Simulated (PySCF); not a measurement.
Molecule: CH8Si2, SMILES C[SiH2][SiH3]. Atoms near the plane z = 0.0 Å, at the GFN2-xTB optimised geometry (x, y, z in Å): C1 (1.9, -1.0, 0.0), Si2 (0.0, -1.0, 0.0), Si3 (-0.9, 1.1, 0.0), H4 (2.3, -0.5, -0.9), H5 (2.3, -2.0, 0.0), H6 (2.3, -0.5, 0.9), H9 (-2.3, 1.2, 0.4), H10 (-0.1, 2.0, 0.9).

Computed with PBE0/def2-TZVP in PySCF 2.14.0. Cells within 0.4 Å of a nucleus heavier than hydrogen are left out (blank, or x). The values are rescaled to run from 0 to 1.

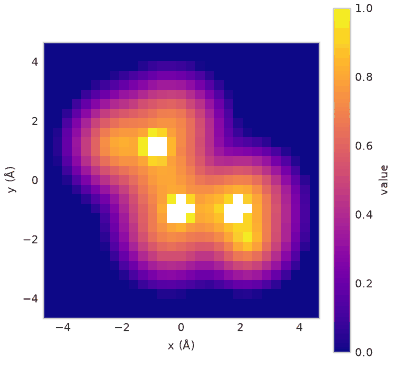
Fig. 1. a field on the plane z = 0.0 Å.

Task: Which quantity is mapped?
(A) Laplacian of the electron density
(B) log10 of the electron density
(C) deformation density (molecule minus spherical neutral atoms)
(D) an orbital amplitude

Result: B, log10 of the electron density. In full: log10 of the electron density (e/bohr³), floored at −4.
